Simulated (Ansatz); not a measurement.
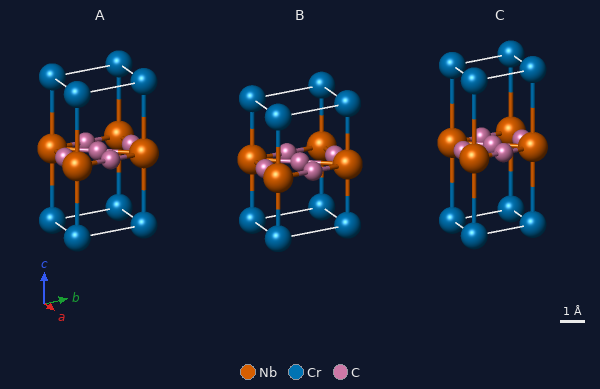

3 geometries from one relaxation of a crystal of NbCrC3 (a generated structure, set up in P6/mmm) (coarse preliminary run), in shuffled order. The picture is a ball-and-stick view of the cell of the calculation, seen slightly off an axis.

Computed with DFT PBE, scalar-relativistic, plane waves, PAW (Ansatz). Set-up: plane-wave cutoff 420 eV; k-point mesh 6 × 6 × 4; occupations gaussian; smearing width 0.1 eV; collinear spin; cell and atoms relaxed; force threshold 0.04 eV/Å; at most 70 steps.

Put them in the order of the run, from the start to the converged end.

Answer. C, A, B. They are steps 0, 3, 10, at +1658 meV per atom, +155 meV per atom relative to the last. After 8 accepted moves (10 points after the start) the energy has fallen by 1658 meV per atom. All forces vanish by symmetry, so only the cell relaxes. Pressure: 76.10 GPa at the start and 0.09 GPa at the end. At 2 points the geometry stayed and the basis and grid were re-selected for the new cell (energy shift of 31.2 meV per atom at most each time). The atoms keep their places relative to the cell (all moves are under 0.005 Å). The volume changes by +9.9 %, with a = b 3.578 → 4.234 Å (+18.3 %), c 6.784 → 5.323 Å (−21.5 %). Near-neighbour distances that change, for instance: Cr–Nb 3.392 → 2.661 Å, C–C 1.789 → 2.117 Å, C–Nb 1.789 → 2.117 Å. The space group stays P6/mmm (No. 191). Cost: 21 s on 1 thread of AMD EPYC 9R45 96-Core Processor (Zen 5) (shared host), peak memory 0.48 GiB.
